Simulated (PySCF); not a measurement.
# C3H4Se: the cost of one run

Computed with PySCF 2.14.0 and routines of our own; the level stands in each step. Atoms count from 0.

### 1 The system as given

8 atoms, charge 0, multiplicity 1; geometry from: GFN2-xTB.

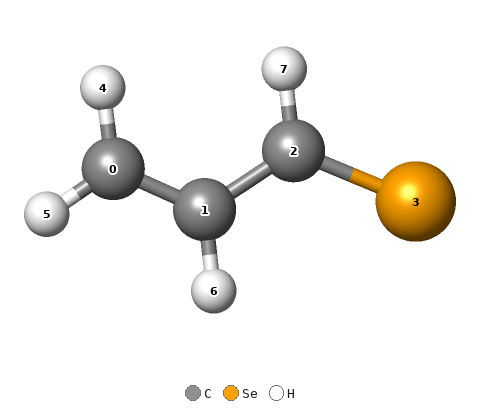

The starting geometry (carbon grey, selenium orange, hydrogen white).

### 2 Optimising the geometry at PBE0-D3(BJ)/def2-SVP

What the job is given:

```
{"job": {"xc": "PBE0", "basis": "def2-SVP", "d3": "d3bj", "grid": 1, "kind": "geom"}, "charge": 0, "multiplicity": 1}
C     -1.286590     0.028325    -0.207926
C     -0.038873    -0.422419    -0.033734
C      1.110854     0.311379    -0.440266
Se     2.777384    -0.243194    -0.232035
H     -1.479495     0.982301    -0.671089
H     -2.144650    -0.540108     0.105678
H      0.137635    -1.382375     0.432794
H      0.932794     1.275504    -0.908320
```

Command:

```bash
> OMP_NUM_THREADS=1 python excited_run.py task.json out
```

The driver reads the jobs from task.json and runs them one after another.

Q: Estimate the wall time and peak memory of this first job on 1 thread of Arm Neoverse N1, shared host.

About 19 s, with a peak of 0.48 GiB.
